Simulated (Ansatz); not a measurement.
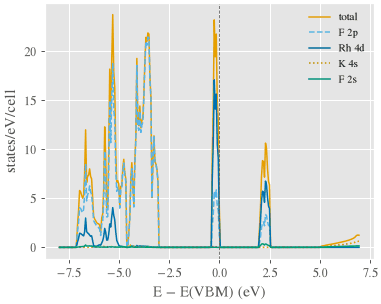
*Total and projected density of states of K2LiRhF6 in space group Fm-3m (No. 225; K on 8c, Li on 4b, Rh on 4a, F on 24e), the program Ansatz at the LDA level (PAW)*

Question: Which orbitals carry the states next to the gap?

Answer: Top 1 eV of the valence band: Rh 4d 73 %, F 2p 26 %. Bottom 1 eV of the conduction band: Rh 4d 64 %, F 2p 31 %. Projections are on Löwdin-orthogonalised atomic valence shells; empty p or d shells of many metals are not among them.

Question: Where is the tallest occupied peak in this window, and what makes it?

Answer: Near -5.3 eV, about 24 states/eV per cell; the largest projected share is F 2p.

The workflow started from a Materials Project entry (that database holds measured and hypothetical structures alike); the Crystallography Open Database copy checked does not list it. Whether it is the stable phase at ambient conditions was not checked. The LDA relaxation kept the symmetry of its start; phonons on a q-mesh show no instability. The run is not spin-polarised. Scalar-relativistic: spin–orbit coupling is off unless named, which matters more the heavier the elements.

Potentials: the later of the program's two PAW sets.
